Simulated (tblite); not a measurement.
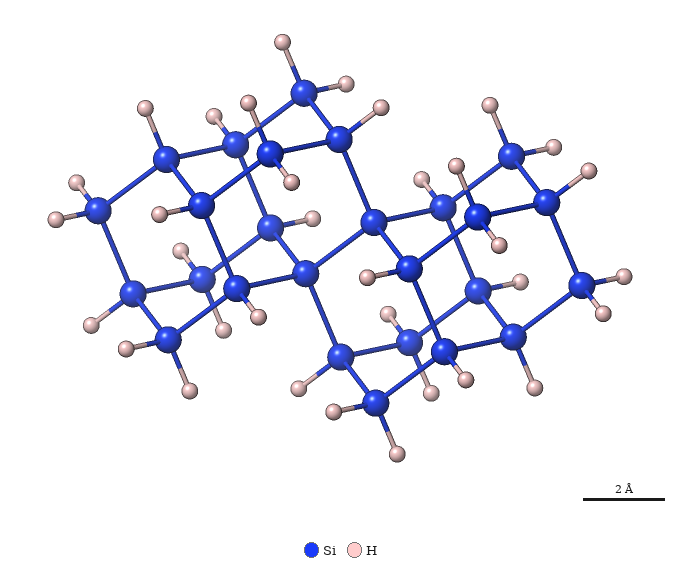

**Figure 1.** The input geometry (ball-and-stick view, seen at a tilt).

# Geometry relaxation of Si26H34

System: Si26H34.
Method: GFN2-xTB geometry optimisation, gas phase (tblite 0.8.0).

## The input
```
{"job": {"kind": "relax", "xc": "GFN2-xTB", "basis": "xTB"}, "charge": 0, "multiplicity": 1}
Si    -3.389500    -0.680700    -2.038200
Si    -3.397600    -0.676300     3.387500
Si    -3.389200    -3.396700     0.679900
Si    -0.679600    -0.674500     0.672700
Si    -2.037600    -2.037800    -0.675500
Si    -4.755400    -2.037100     2.034000
Si    -6.109800    -0.677200     0.675600
Si    -0.675500     2.039300    -2.035100
Si    -2.033900     0.676800    -3.394800
Si    -3.397200     2.035800     0.680500
Si    -2.038700     3.393200    -0.681000
Si    -2.039100     0.676900     2.036600
Si    -4.755500     0.679600    -0.673900
Si     2.038800    -0.679500    -2.039300
Si     2.034400    -0.673800     3.394600
Si     2.034700    -3.393800     0.685200
Si     4.752500    -0.677000     0.679800
Si     3.393300    -2.040000    -0.679900
Si     0.678300    -2.034800     2.039100
Si     4.754900     2.037500    -2.033900
Si     3.392100     0.682700    -3.392900
Si     6.109000     0.680400    -0.679100
Si     2.040000     2.041200     0.685500
Si     3.390200     3.390100    -0.680400
Si     3.394900     0.681500     2.037500
Si     0.672800     0.678000    -0.676400
H     -4.225100    -1.508000    -2.868700
H     -2.563600    -1.509700     4.227000
H     -4.225200     0.152900     4.223800
H     -2.561900    -4.225400     1.513700
H     -4.222200    -4.225200    -0.153600
H     -1.207100    -2.866700    -1.510100
H     -5.584500    -2.867900     2.866100
H     -6.939200    -1.511600    -0.148800
H     -6.940100     0.154300     1.507000
H      0.153000     2.870200    -2.870900
H     -1.206000    -0.152400    -4.229900
H     -2.867100     1.512800    -4.228400
H     -4.224700     2.864100     1.510200
H     -2.872800     4.229200    -1.509100
H     -1.205300     4.223500     0.156300
H     -1.199300     1.504700     2.871700
H     -5.578600     1.511300    -1.513900
H      1.207800    -1.510800    -2.869800
H      2.864300    -1.508600     4.228200
H      1.203300     0.154100     4.222400
H      2.870400    -4.225700     1.509700
H      1.204900    -4.223200    -0.150200
H      5.585100    -1.509900     1.510500
H      4.227700    -2.867300    -1.508300
H     -0.153400    -2.875300     2.871100
H      5.590100     2.869300    -2.868300
H      4.225400    -0.152900    -4.225700
H      2.559600     1.508700    -4.228800
H      6.942000    -0.153400    -1.508800
H      6.940800     1.513300     0.153100
H      1.211800     2.862300     1.508400
H      2.565700     4.233400    -1.511000
H      4.225900     4.225100     0.156500
H      4.224900     1.512300     2.867000
```

The first line tells a small driver script what to run in tblite; the rest is the geometry in Å.

Run on 4 CPU threads, shared host.

Run as:
```bash
OMP_NUM_THREADS=4 python <driver script> task.json out
```

## Output
```
step      E/eV     max force
  0   -1683.15250    1.202
  1   -1683.48675    0.495
  2   -1683.58010    0.159
  3   -1683.59074    0.143
  4   -1683.62012    0.217
  5   -1683.64649    0.252
  6   -1683.67358    0.306
  7   -1683.69360    0.300
  8   -1683.71483    0.216
  9   -1683.73411    0.145
 10   -1683.74401    0.118
 11   -1683.74752    0.086
 12   -1683.74951    0.066
 13   -1683.75146    0.073
 14   -1683.75340    0.067
 15   -1683.75485    0.075
 16   -1683.75581    0.058
 17   -1683.75655    0.042
 18   -1683.75723    0.046
 19   -1683.75791    0.047
 20   -1683.75863    0.059
 21   -1683.75936    0.053
 22   -1683.76001    0.037
 23   -1683.76053    0.041
 24   -1683.76094    0.037
 25   -1683.76132    0.031
 26   -1683.76164    0.026
 27   -1683.76189    0.021
 28   -1683.76210    0.026
 29   -1683.76234    0.029
 30   -1683.76265    0.029
 31   -1683.76299    0.029
 32   -1683.76325    0.028
 33   -1683.76343    0.019
```

## Results in brief

| quantity | value |
| --- | --- |
| outcome | converged |
| total energy | −1683.7634 eV |
| HOMO | −8.77 eV |
| LUMO | −6.05 eV |
| point group | C2h |
| dipole moment | 0.02 D |
| wall time | 5.4 s (CPU time 7.3 s) |
| peak memory | 0.17 GiB |
